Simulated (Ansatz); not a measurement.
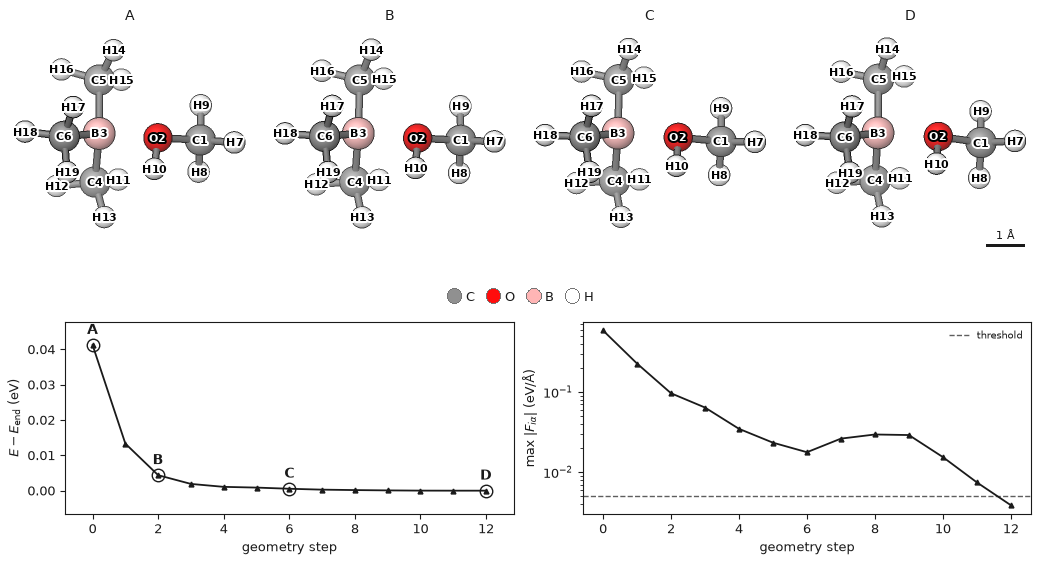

Frames of a relaxation of C₄H₁₃BO, marked on the history of the run. A ball-and-stick model, seen at a tilt.

The start comes from GFN2-xTB.

Theory: Ansatz, RKS PBE0-D4/def2-TZVP.

Input
```yaml
crystal:
  periodic: [false, false, false]
  atoms:
    - {symbol: C, position_ang: [1.197670, 1.254020, -1.349570]}
    - {symbol: O, position_ang: [0.864550, 1.009570, 0.005590]}
    - {symbol: B, position_ang: [-0.304470, -0.237250, 0.341610]}
    - {symbol: C, position_ang: [0.303970, -1.584600, -0.317860]}
    - {symbol: C, position_ang: [-1.676820, 0.302000, -0.312280]}
    - {symbol: C, position_ang: [-0.264100, -0.215520, 1.957930]}
    - {symbol: H, position_ang: [1.934540, 2.058120, -1.406770]}
    - {symbol: H, position_ang: [1.586640, 0.361020, -1.841280]}
    - {symbol: H, position_ang: [0.282160, 1.564780, -1.846580]}
    - {symbol: H, position_ang: [1.630740, 0.668030, 0.482660]}
    - {symbol: H, position_ang: [0.260610, -1.595730, -1.406650]}
    - {symbol: H, position_ang: [-0.269010, -2.445220, 0.018620]}
    - {symbol: H, position_ang: [1.339800, -1.775060, -0.028200]}
    - {symbol: H, position_ang: [-1.872370, 1.341170, -0.053390]}
    - {symbol: H, position_ang: [-1.700810, 0.222090, -1.398480]}
    - {symbol: H, position_ang: [-2.520230, -0.275750, 0.058540]}
    - {symbol: H, position_ang: [-0.493240, 0.768760, 2.362610]}
    - {symbol: H, position_ang: [-1.001100, -0.901540, 2.367780]}
    - {symbol: H, position_ang: [0.701450, -0.518910, 2.365730]}
basis:
  gaussian: {orbitals: def2-TZVP}
hamiltonian: {xc: pbe0, dispersion: d4}
relax: {f_tol: 0.005, max_steps: 150}
```

Launched with:
```bash
ansatz run in.yaml --threads 4 --pin off --events-out ev --progress --plain --max-ram 11315MiB
```

Q: What happens along the run?

A: The largest move after the best rigid fit is that of H9, 0.22 Å. By element the largest moves are H 0.22 Å, C 0.08 Å, O 0.05 Å, B 0.04 Å. Among the contacts that change: B3–C4 1.619 → 1.604 Å, B3–C5 1.613 → 1.598 Å, C1–O2 1.417 → 1.427 Å, C4–H11 1.090 → 1.096 Å. The energy falls by 0.041 eV in 12 geometry steps. The largest force component goes from 0.59 to 0.0039 eV/Å. The run took 85 s on 4 threads of Arm Neoverse V1, on a shared host. From step 0 to 2: H atoms move most (0.08 Å), energy −0.037 eV. From step 2 to 6: H10 moves most (0.08 Å), energy −0.004 eV. From step 6 to 12: H9 moves most (0.11 Å), energy −0.001 eV.

| step | E − E(0), eV | largest force component, eV/Å |
| --- | --- | --- |
| 0 | 0.0000 | 0.5881 |
| 1 | -0.0279 | 0.2272 |
| 2 | -0.0368 | 0.0967 |
| 3 | -0.0393 | 0.0641 |
| 4 | -0.0401 | 0.0348 |
| 5 | -0.0403 | 0.0233 |
| 6 | -0.0407 | 0.0177 |
| 7 | -0.0409 | 0.0262 |
| 8 | -0.0410 | 0.0295 |
| 9 | -0.0411 | 0.0291 |
| 10 | -0.0412 | 0.0154 |
| 11 | -0.0412 | 0.0075 |
| 12 | -0.0412 | 0.0039 |
